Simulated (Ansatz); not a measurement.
**BClH₅NO₂: search for a transition state**

Wanted: the transition state of a four-centre ligand exchange (form B1–Cl6, N2–H5 and break B1–N2, H5–Cl6). The guess is relaxed with those distances held, a saddle search follows, and vibrations and two downhill relaxations check it.

Method: PBE0-D4, def2-SVP first, then def2-TZVP; program: Ansatz 0.2.0, Gaussian basis.

76 further runs of the same task are left out: 76 set aside as unsound or not needed. Runs told in other sessions of the task aren't counted.

### Step 1. Where the work starts

The guess: 10 atoms, charge 0, spin multiplicity 1.

Atoms are counted from 1 here; the program's logs count them from 0.

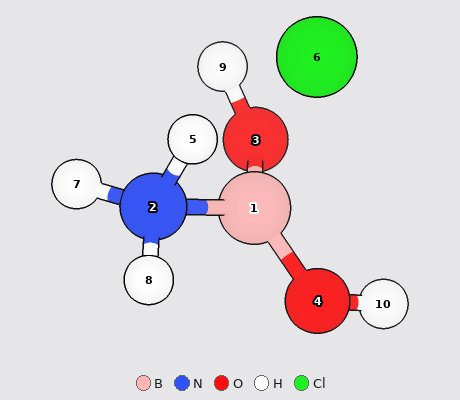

Start geometry, drawn with boron pink, nitrogen blue, oxygen red, hydrogen white, chlorine green; atoms are numbered from 1 in the order of the file.

Coordinates:

```mol
BClH5NO2
  3D, bonds by distance, orders not assigned

 10  8  0  0  0  0  0  0  0  0999 V2000
   -0.3064   -0.4028   -0.2092 B   0  0
    0.8778    0.6156   -0.3398 N   0  0
   -0.1716   -1.5351    0.4907 O   0  0
   -1.2560   -0.1909   -1.1255 O   0  0
    0.5848    1.1702    0.5836 H   0  0
   -0.6641    1.1442    1.8324 Cl  0  0
    1.8189    0.2393   -0.2913 H   0  0
    0.7647    1.2119   -1.1539 H   0  0
    0.3842   -1.5070    1.2680 H   0  0
   -2.0323   -0.7454   -1.0548 H   0  0
  1  2  8  0
  1  3  8  0
  1  4  8  0
  2  5  8  0
  2  7  8  0
  2  8  8  0
  3  9  8  0
  4 10  8  0
M  END
```

Distances that are to change: B1–Cl6 2.59 Å, N2–H5 1.12 Å, B1–N2 1.57 Å, H5–Cl6 1.77 Å.

### Step 2. Constrained relaxation of the guess

Contents of hold/in.yaml:

```yaml
crystal:
  periodic: [false, false, false]
  atoms:
    - {symbol: B, position_ang: [-0.306400, -0.402800, -0.209200]}
    - {symbol: N, position_ang: [0.877800, 0.615600, -0.339800]}
    - {symbol: O, position_ang: [-0.171600, -1.535100, 0.490700]}
    - {symbol: O, position_ang: [-1.256000, -0.190900, -1.125500]}
    - {symbol: H, position_ang: [0.584800, 1.170200, 0.583600]}
    - {symbol: Cl, position_ang: [-0.664100, 1.144200, 1.832400]}
    - {symbol: H, position_ang: [1.818900, 0.239300, -0.291300]}
    - {symbol: H, position_ang: [0.764700, 1.211900, -1.153900]}
    - {symbol: H, position_ang: [0.384200, -1.507000, 1.268000]}
    - {symbol: H, position_ang: [-2.032300, -0.745400, -1.054800]}
basis:
  gaussian: {orbitals: def2-SVP}
hamiltonian: {xc: pbe0, dispersion: d4}
relax: {f_tol: 0.04, max_steps: 150, escape_saddle: false, constraints: [{distance: [0, 5]}, {distance: [1, 4]}, {distance: [0, 1]}, {distance: [4, 5]}]}
```

Command:

```sh
$ ansatz run in.yaml --threads 4 --pin off --events-out ev --progress --plain --max-ram 9574MiB
```

The log of the run, shortened:

```text
Functional definition: PBE0
  name "PBE0"
  cite "Adamo & Barone, J. Chem. Phys. 110, 6158 (1999) doi:10.1063/1.478522"
  cite "Perdew, Burke & Ernzerhof, Phys. Rev. Lett. 77, 3865 (1996) doi:10.1103/PhysRevLett.77.3865"
  parent pbe
[...]
1051 factors; integrals over basis functions are off by at most 3.5e-4 eV
[...]
mean field -18848.68313863 eV, -692.6763292485 hartree, gradient 2.3e-5 eV, S^2 0.000000; 0 other end points of the search recorded, 0 dependent functions left out
[...]
reference -18848.68316081 eV, -692.6763300633 hartree; 25, 25 occupied and 74, 74 virtual orbitals, 1051 factors
relax step   1: F+E_penalty+E_count = -18848.84341349 eV  Δ(F+E_penalty+E_count) = +0.000e0 eV  max|allowed force component| = 8.181e-1 eV/Å  Δτ_max = 0.0000 Å  (26 SCF iters, accepted)
[...]
relax step   6: F+E_penalty+E_count = -18848.94673906 eV  Δ(F+E_penalty+E_count) = -3.421e-3 eV  max|allowed force component| = 1.513e-1 eV/Å  Δτ_max = 0.0481 Å  (30 SCF iters, accepted)
[...]
relax step   7: F+E_penalty+E_count = -18848.94759059 eV  Δ(F+E_penalty+E_count) = -8.515e-4 eV  max|allowed force component| = 1.478e-2 eV/Å  Δτ_max = 0.0146 Å  (31 SCF iters, accepted)
  distance B 0 - Cl 5 held at 2.586366 Å   reaction = -1.2712e-1 eV/Å
  distance N 1 - H 4 held at 1.116287 Å   reaction = -6.5606e-2 eV/Å
  distance B 0 - N 1 held at 1.567330 Å   reaction = +3.4094e-1 eV/Å
  distance H 4 - Cl 5 held at 1.766332 Å   reaction = -2.8761e-1 eV/Å
1051 factors; integrals over basis functions are off by at most 3.9e-4 eV
[...]
mean field -18848.78733279 eV, -692.6801583132 hartree, gradient 1.1e-5 eV, S^2 0.000000; 1 other end points of the search recorded, 0 dependent functions left out
[...]
reference -18848.78735503 eV, -692.6801591304 hartree; 25, 25 occupied and 74, 74 virtual orbitals, 1051 factors
Total energy: -18848.94761283 eV, -692.6860484958 hartree
Atom 0 at    -0.283965    -0.400395    -0.246450 Å, force     0.260606     0.161281    -0.133847 eV/Å
Atom 1 at     0.873718     0.647891    -0.378331 Å, force    -0.226217    -0.270001    -0.022535 eV/Å
Atom 2 at    -0.084764    -1.535642     0.466599 Å, force     0.003770     0.006009    -0.009024 eV/Å
Atom 3 at    -1.244159    -0.217972    -1.175023 Å, force    -0.002701     0.002780    -0.004802 eV/Å
Atom 4 at     0.624943     1.110543     0.606636 Å, force     0.174151     0.044864    -0.158605 eV/Å
Atom 5 at    -0.534957     0.971746     1.931512 Å, force    -0.200139     0.047674     0.323847 eV/Å
Atom 6 at     1.806117     0.235507    -0.396153 Å, force    -0.000083     0.008853     0.002543 eV/Å
Atom 7 at     0.745862     1.300970    -1.151053 Å, force    -0.006549    -0.000995    -0.002428 eV/Å
Atom 8 at     0.069359    -1.275694     1.390788 Å, force    -0.000713     0.001925     0.004049 eV/Å
Atom 9 at    -1.972153    -0.836953    -1.048324 Å, force    -0.002125    -0.002389     0.000803 eV/Å
Dipole moment:     0.602010    -0.132608    -0.873866 e Å
```

Run time: 28 s. Hardware: 4 threads of Intel Xeon at 2.50GHz, shared host.

Along the way:

| step | energy from step 1 (eV) | largest force component (eV/Å) |
| --- | --- | --- |
| 1 | 0.0000 | 0.8181 |
| 2 | -0.0408 | 0.4305 |
| 3 | -0.0645 | 0.7178 |
| 4 | -0.0849 | 0.7649 |
| 5 | -0.0999 | 0.4519 |
| 6 | -0.1033 | 0.1513 |
| 7 | -0.1042 | 0.0148 |

Close pairs (by a distance rule), those that changed most:

| bond | before (Å) | after (Å) | change (Å) |
| --- | --- | --- | --- |
| B1–O3 | 1.338 | 1.355 | +0.017 |
| O3–H9 | 0.956 | 0.972 | +0.016 |
| B1–O4 | 1.337 | 1.348 | +0.012 |
| O4–H10 | 0.957 | 0.964 | +0.007 |
| N2–H7 | 1.015 | 1.020 | +0.005 |
| N2–H8 | 1.015 | 1.020 | +0.004 |
| B1–N2 | 1.567 | 1.567 | +0.000 |
| N2–H5 | 1.116 | 1.116 | +0.000 |

### Step 3. A starting Hessian

Contents of hessian/in.yaml:

```yaml
crystal:
  periodic: [false, false, false]
  atoms:
    - {symbol: B, position_ang: [-0.283965, -0.400395, -0.246450]}
    - {symbol: N, position_ang: [0.873718, 0.647891, -0.378331]}
    - {symbol: O, position_ang: [-0.084764, -1.535642, 0.466599]}
    - {symbol: O, position_ang: [-1.244159, -0.217972, -1.175023]}
    - {symbol: H, position_ang: [0.624943, 1.110543, 0.606636]}
    - {symbol: Cl, position_ang: [-0.534957, 0.971746, 1.931512]}
    - {symbol: H, position_ang: [1.806117, 0.235507, -0.396153]}
    - {symbol: H, position_ang: [0.745862, 1.300970, -1.151053]}
    - {symbol: H, position_ang: [0.069359, -1.275694, 1.390788]}
    - {symbol: H, position_ang: [-1.972153, -0.836953, -1.048324]}
basis:
  gaussian: {orbitals: def2-SVP}
hamiltonian: {xc: pbe0, dispersion: d4}
phonons: {}
scf: {lower_state_search: off}
```

Command:

```sh
$ ansatz run in.yaml --threads 4 --pin off --events-out ev --progress --plain --max-ram 9574MiB
```

The log of the run, shortened:

```text
[... 5 set-up lines as earlier in the session ...]
[...]
1049 factors; integrals over basis functions are off by at most 3.8e-4 eV
[...]
mean field -18848.78734041 eV, -692.6801585932 hartree, gradient 6.1e-6 eV, S^2 0.000000; 0 other end points of the search recorded, 0 dependent functions left out
[...]
reference -18848.78736278 eV, -692.6801594150 hartree; 25, 25 occupied and 74, 74 virtual orbitals, 1049 factors
[... from here to the last solve, the lines of the solves are left out (59 solves) ...]
1049 factors; integrals over basis functions are off by at most 3.8e-4 eV
mean field -18848.78733341 eV, -692.6801583357 hartree, gradient 2.3e-6 eV, S^2 0.000000; 0 other end points of the search recorded, 0 dependent functions left out
[...]
WARN: phonons: modes at or below zero, which the zero-point energy, F, S and C_V leave out: 1, the lowest at -255.73 cm⁻¹. A minimum has none, and a first-order saddle one
[...]
Atom 3 at    -1.244159    -0.217972    -1.175023 Å, force    -0.002584     0.002712    -0.004740 eV/Å
Atom 4 at     0.624943     1.110543     0.606636 Å, force     0.174073     0.044866    -0.158430 eV/Å
Atom 5 at    -0.534957     0.971746     1.931512 Å, force    -0.200058     0.047811     0.323865 eV/Å
Atom 6 at     1.806117     0.235507    -0.396153 Å, force    -0.000100     0.008851     0.002569 eV/Å
Atom 7 at     0.745862     1.300970    -1.151053 Å, force    -0.006559    -0.000997    -0.002417 eV/Å
Atom 8 at     0.069359    -1.275694     1.390788 Å, force    -0.000716     0.002049     0.003967 eV/Å
Atom 9 at    -1.972153    -0.836953    -1.048324 Å, force    -0.002152    -0.002423     0.000776 eV/Å
Dipole moment:     0.602010    -0.132608    -0.873867 e Å
Vibrations: -255.73 169.68 271.01 285.72 369.45 395.15 462.62 494.46 592.53 698.79 879.64 922.95 1001.52 1033.60 1197.28 1291.07 1510.87 1528.96 1556.86 2221.25 3535.73 3640.83 3753.55 3906.51 cm⁻¹, zero-point energy 1.966392 eV
Checks for a lower state left out: stability, starts, cluster_reference, orbital_swaps, neighbouring_geometries, increment
```

Run time: 2 min. Hardware: 4 threads of Intel Xeon at 2.50GHz, shared host.

The structure is not stationary yet, so these wavenumbers are no spectrum; the search needs only the force constants.

### Step 4. Saddle search in the small basis

A small driver takes partitioned rational-function steps: uphill along one mode, downhill along the rest. It calls the program once a step for energy and forces and updates the Hessian by Bofill's formula. It stops when the largest force is under 0.04 eV/Å and the followed curvature is negative. The first step's input:

Contents of presaddle/in.yaml:

```yaml
crystal:
  periodic: [false, false, false]
  atoms:
    - {symbol: B, position_ang: [-0.283965, -0.400395, -0.246450]}
    - {symbol: N, position_ang: [0.873718, 0.647891, -0.378331]}
    - {symbol: O, position_ang: [-0.084764, -1.535642, 0.466599]}
    - {symbol: O, position_ang: [-1.244159, -0.217972, -1.175023]}
    - {symbol: H, position_ang: [0.624943, 1.110543, 0.606636]}
    - {symbol: Cl, position_ang: [-0.534957, 0.971746, 1.931512]}
    - {symbol: H, position_ang: [1.806117, 0.235507, -0.396153]}
    - {symbol: H, position_ang: [0.745862, 1.300970, -1.151053]}
    - {symbol: H, position_ang: [0.069359, -1.275694, 1.390788]}
    - {symbol: H, position_ang: [-1.972153, -0.836953, -1.048324]}
basis:
  gaussian: {orbitals: def2-SVP}
hamiltonian: {xc: pbe0, dispersion: d4}
output: {forces: true}
scf: {lower_state_search: off}
```

Command:

```sh
$ ansatz run in.yaml --threads 4 --pin off --events-out ev --progress --plain --max-ram 9574MiB
```

The driver's record:

| step | energy (eV) | largest force (eV/Å) | followed curvature (eV/Å²) |
| --- | --- | --- | --- |
| 1 | -18848.94761 | 0.3239 | -2.04 |
| 2 | -18848.96621 | 0.0763 | -2.02 |
| 3 | -18848.96670 | 0.0196 | -2.09 |

The 3 steps took 6.2 s in all (4 threads of Intel Xeon at 2.50GHz, shared host).

### Step 5. Saddle search in triple zeta

The search itself is an outer loop (partitioned rational-function steps, Bofill update of the Hessian). Each step is one single-point run with forces. It stops when the largest force is under 0.01 eV/Å and the followed curvature is negative. The first step's input:

Contents of saddle/in.yaml:

```yaml
crystal:
  periodic: [false, false, false]
  atoms:
    - {symbol: B, position_ang: [-0.282174, -0.398433, -0.246268]}
    - {symbol: N, position_ang: [0.868101, 0.644555, -0.380116]}
    - {symbol: O, position_ang: [-0.079238, -1.522480, 0.480030]}
    - {symbol: O, position_ang: [-1.231293, -0.225670, -1.188277]}
    - {symbol: H, position_ang: [0.693014, 1.111016, 0.588184]}
    - {symbol: Cl, position_ang: [-0.558372, 0.939002, 1.987445]}
    - {symbol: H, position_ang: [1.796737, 0.224518, -0.439343]}
    - {symbol: H, position_ang: [0.720112, 1.311173, -1.138800]}
    - {symbol: H, position_ang: [0.029089, -1.233429, 1.406010]}
    - {symbol: H, position_ang: [-1.955976, -0.850252, -1.068666]}
basis:
  gaussian: {orbitals: def2-TZVP}
hamiltonian: {xc: pbe0, dispersion: d4}
output: {forces: true}
scf: {lower_state_search: off}
```

Command:

```sh
$ ansatz run in.yaml --threads 4 --pin off --events-out ev --progress --plain --max-ram 9574MiB
```

The driver's record:

| step | energy (eV) | largest force (eV/Å) | followed curvature (eV/Å²) |
| --- | --- | --- | --- |
| 1 | -18860.64136 | 0.2626 | -2.09 |
| 2 | -18860.65732 | 0.0466 | -2.11 |
| 3 | -18860.65798 | 0.0382 | -2.17 |
| 4 | -18860.65809 | 0.0082 | -2.24 |

The 4 steps took 18 s in all (4 threads of Intel Xeon at 2.50GHz, shared host).

The point found:

```
B    -0.2851   -0.4005   -0.2425
N     0.8609    0.6413   -0.3692
O    -0.0951   -1.5384    0.4672
O    -1.2360   -0.2174   -1.1802
H     0.6770    1.1360    0.5736
Cl   -0.5716    1.0172    1.9876
H     1.7888    0.2312   -0.3999
H     0.7266    1.2833   -1.1443
H     0.1028   -1.3206    1.3888
H    -1.9684   -0.8320   -1.0809
```

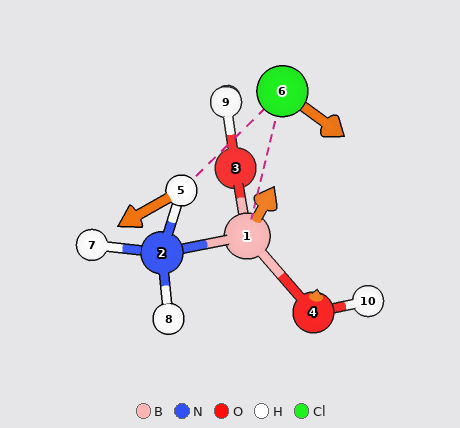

The point found; arrows show the followed mode. Pairs that react are joined by broken lines, hidden where the pair is close enough to be drawn as a bond.

### Step 6. Vibrations at the point found

Contents of vib/in.yaml:

```yaml
crystal:
  periodic: [false, false, false]
  atoms:
    - {symbol: B, position_ang: [-0.285115, -0.400484, -0.242531]}
    - {symbol: N, position_ang: [0.860869, 0.641295, -0.369200]}
    - {symbol: O, position_ang: [-0.095060, -1.538408, 0.467243]}
    - {symbol: O, position_ang: [-1.236028, -0.217379, -1.180165]}
    - {symbol: H, position_ang: [0.677010, 1.135953, 0.573551]}
    - {symbol: Cl, position_ang: [-0.571562, 1.017151, 1.987581]}
    - {symbol: H, position_ang: [1.788844, 0.231171, -0.399878]}
    - {symbol: H, position_ang: [0.726590, 1.283307, -1.144326]}
    - {symbol: H, position_ang: [0.102816, -1.320556, 1.388830]}
    - {symbol: H, position_ang: [-1.968363, -0.832050, -1.080904]}
basis:
  gaussian: {orbitals: def2-TZVP}
hamiltonian: {xc: pbe0, dispersion: d4}
phonons: {temperatures: {t_min: 298.15, t_max: 900, t_step: 200}}
```

Command:

```sh
$ ansatz run in.yaml --threads 4 --pin off --events-out ev --progress --plain --max-ram 9574MiB
```

The log of the run, shortened:

```text
[... 5 set-up lines as earlier in the session ...]
[...]
1114 factors; their error is unknown
[...]
mean field -18860.49995031 eV, -693.1105890680 hartree, gradient 1.8e-5 eV, S^2 0.000000; 0 other end points of the search recorded, 0 dependent functions left out
[...]
reference -18860.49997884 eV, -693.1105901164 hartree; 25, 25 occupied and 166, 166 virtual orbitals, 1114 factors
[... from here to the last solve, the lines of the solves are left out (59 solves) ...]
1114 factors; their error is unknown
mean field -18860.49994622 eV, -693.1105889176 hartree, gradient 1.4e-6 eV, S^2 0.000000; 0 other end points of the search recorded, 0 dependent functions left out
[...]
WARN: phonons: modes at or below zero, which the zero-point energy, F, S and C_V leave out: 1, the lowest at -216.83 cm⁻¹. A minimum has none, and a first-order saddle one
[...]
Atom 2 at    -0.095060    -1.538408     0.467243 Å, force    -0.001391     0.000913     0.000323 eV/Å
Atom 3 at    -1.236028    -0.217379    -1.180165 Å, force     0.002038     0.000756    -0.001764 eV/Å
Atom 4 at     0.677010     1.135953     0.573551 Å, force    -0.002393     0.005206     0.007151 eV/Å
Atom 5 at    -0.571562     1.017151     1.987581 Å, force    -0.001286     0.000038     0.005471 eV/Å
Atom 6 at     1.788844     0.231171    -0.399878 Å, force    -0.001827     0.000145    -0.002654 eV/Å
Atom 7 at     0.726590     1.283307    -1.144326 Å, force     0.001361    -0.003365     0.000355 eV/Å
Atom 8 at     0.102816    -1.320556     1.388830 Å, force     0.000083    -0.000927     0.000585 eV/Å
Atom 9 at    -1.968363    -0.832050    -1.080904 Å, force    -0.002238    -0.002276    -0.000065 eV/Å
Dipole moment:     0.679282    -0.219365    -1.026724 e Å
Vibrations: -216.83 146.69 253.58 278.86 349.32 366.99 441.54 471.51 581.29 726.07 888.49 941.64 1004.26 1038.45 1235.89 1314.16 1526.26 1583.72 1594.71 2548.65 3514.53 3603.95 3773.52 3885.46 cm⁻¹, zero-point energy 1.988057 eV
```

It took 4.8 min on 4 threads of Intel Xeon at 2.50GHz, shared host.

The modes, with what each moves most:

| mode | wavenumber (cm⁻¹) | character |
| --- | --- | --- |
| 1 | 217i | changes B1–Cl6, N2–H5, H5–Cl6 |
| 2 | 147 | not assigned (largely outside the bonds, angles and torsions drawn) |
| 3 | 254 | torsion |
| 4 | 279 | not assigned (largely outside the bonds, angles and torsions drawn) |
| 5 | 349 | not assigned (largely outside the bonds, angles and torsions drawn) |
| 6 | 367 | bend |
| 7 | 442 | bend |
| 8 | 472 | torsion |
| 9 | 581 | torsion |
| 10 | 726 | B–N stretch |
| 11 | 888 | bend |
| 12 | 942 | bend |
| 13 | 1004 | bend with B–O stretch |
| 14 | 1038 | bend |
| 15 | 1236 | bend with B–O stretch |
| 16 | 1314 | bend |
| 17 | 1526 | B–O stretch |
| 18 | 1584 | bend |
| 19 | 1595 | bend |
| 20 | 2549 | N–H stretch |
| 21 | 3515 | N–H stretch |
| 22 | 3604 | N–H stretch |
| 23 | 3774 | O–H stretch |
| 24 | 3885 | O–H stretch |

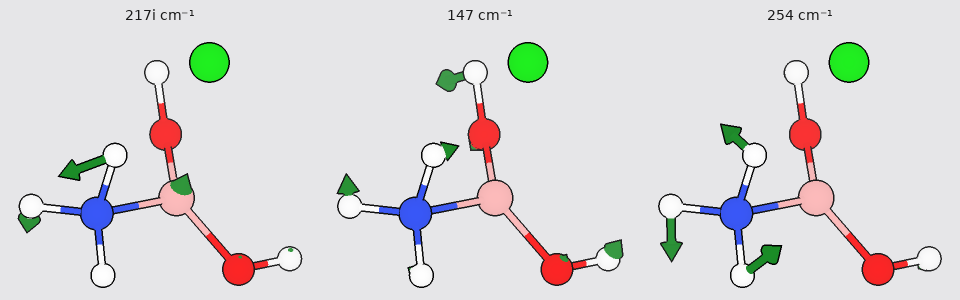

Displacements of 3 modes, as arrows.

Vibrational sums (real modes only):

| T (K) | entropy (J/mol/K) | heat capacity (J/mol/K) |
| --- | --- | --- |
| 298 | 46.3 | 63.6 |
| 498 | 87.2 | 96.1 |
| 698 | 123.2 | 117.2 |
| 898 | 154.6 | 131.8 |

### Step 7. Relaxing after a step of 0.30 Å one way along the mode

Contents of downa/in.yaml:

```yaml
crystal:
  periodic: [false, false, false]
  atoms:
    - {symbol: B, position_ang: [-0.358564, -0.310326, -0.057973]}
    - {symbol: N, position_ang: [0.900512, 0.684298, -0.358542]}
    - {symbol: O, position_ang: [-0.037590, -1.557777, 0.472520]}
    - {symbol: O, position_ang: [-1.241597, -0.169690, -1.093772]}
    - {symbol: H, position_ang: [0.877108, 1.213277, 0.453646]}
    - {symbol: Cl, position_ang: [-0.786869, 0.880559, 1.829513]}
    - {symbol: H, position_ang: [1.793545, 0.204841, -0.458870]}
    - {symbol: H, position_ang: [0.727167, 1.289520, -1.157141]}
    - {symbol: H, position_ang: [0.085924, -1.422351, 1.421754]}
    - {symbol: H, position_ang: [-1.959635, -0.812353, -1.050935]}
basis:
  gaussian: {orbitals: def2-TZVP}
hamiltonian: {xc: pbe0, dispersion: d4}
relax: {f_tol: 0.005, max_steps: 200}
```

Command:

```sh
$ ansatz run in.yaml --threads 4 --pin off --events-out ev --progress --plain --max-ram 9574MiB
```

The log of the run, shortened:

```text
[... 5 set-up lines as earlier in the session ...]
[...]
1114 factors; their error is unknown
[...]
mean field -18860.60858903 eV, -693.1145814671 hartree, gradient 1.9e-5 eV, S^2 0.000000; 0 other end points of the search recorded, 0 dependent functions left out
[...]
reference -18860.60861752 eV, -693.1145825143 hartree; 25, 25 occupied and 166, 166 virtual orbitals, 1114 factors
relax step   1: F+E_penalty+E_count = -18860.76986630 eV  Δ(F+E_penalty+E_count) = +0.000e0 eV  max|allowed force component| = 2.228e0 eV/Å  Δτ_max = 0.0000 Å  (28 SCF iters, accepted)
[...]
Atom 0 at    -0.397670    -0.196942     0.110417 Å, force    -0.000215    -0.000968     0.000324 eV/Å
Atom 1 at     0.902293     0.712653    -0.335789 Å, force     0.000882     0.000349     0.000385 eV/Å
Atom 2 at     0.061417    -1.431893     0.616331 Å, force    -0.000613     0.000467     0.000079 eV/Å
Atom 3 at    -1.136390    -0.239599    -1.084374 Å, force     0.000337    -0.000271    -0.000082 eV/Å
Atom 4 at     1.474286     0.946061     0.468520 Å, force    -0.000079    -0.000438     0.000121 eV/Å
Atom 5 at    -1.158474     0.877157     1.498549 Å, force    -0.000078    -0.000096     0.000671 eV/Å
Atom 6 at     1.453735     0.186142    -1.007910 Å, force    -0.000312    -0.000230     0.000039 eV/Å
Atom 7 at     0.577729     1.570990    -0.770777 Å, force    -0.000181     0.000642    -0.000756 eV/Å
Atom 8 at    -0.002669    -1.470298     1.571061 Å, force     0.000182     0.000604    -0.000725 eV/Å
Atom 9 at    -1.774256    -0.954272    -1.065829 Å, force     0.000076    -0.000060    -0.000057 eV/Å
Dipole moment:     0.824644     0.196411    -0.295028 e Å
```

It took 95 s on 4 threads of Intel Xeon at 2.50GHz, shared host.

Relaxation path: (the energy doesn't fall at every step)

| step | energy from step 1 (eV) | largest force component (eV/Å) |
| --- | --- | --- |
| 1 | 0.0000 | 2.2276 |
| 2 | -0.2081 | 0.9377 |
| 3 | -0.3003 | 1.1195 |
| 4 | -0.2394 | 1.7415 |
| 5 | -0.4215 | 0.4546 |
| 6 | -0.4391 | 0.1636 |
| 7 | -0.4471 | 0.1260 |
| 8 | -0.4608 | 0.0708 |
| 9 | -0.4203 | 0.9526 |
| 10 | -0.4646 | 0.0394 |
| 11 | -0.4625 | 0.2461 |
| 12 | -0.4602 | 0.2280 |
| 13 | -0.4652 | 0.0180 |
| 14 | -0.4655 | 0.0607 |
| 15 | -0.4644 | 0.2646 |
| 16 | -0.4657 | 0.0010 |

Close pairs (by a distance rule), those that changed most:

| bond | before (Å) | after (Å) | change (Å) |
| --- | --- | --- | --- |
| B1–Cl6 | 2.272 | 1.913 | -0.360 |
| N2–H5 | 0.970 | 1.014 | +0.045 |
| B1–O4 | 1.368 | 1.405 | +0.037 |
| B1–O3 | 1.393 | 1.411 | +0.018 |
| B1–N2 | 1.632 | 1.648 | +0.016 |
| O3–H9 | 0.967 | 0.958 | -0.009 |
| O4–H10 | 0.965 | 0.958 | -0.006 |
| N2–H7 | 1.019 | 1.016 | -0.002 |

[end of part 1 of 2]
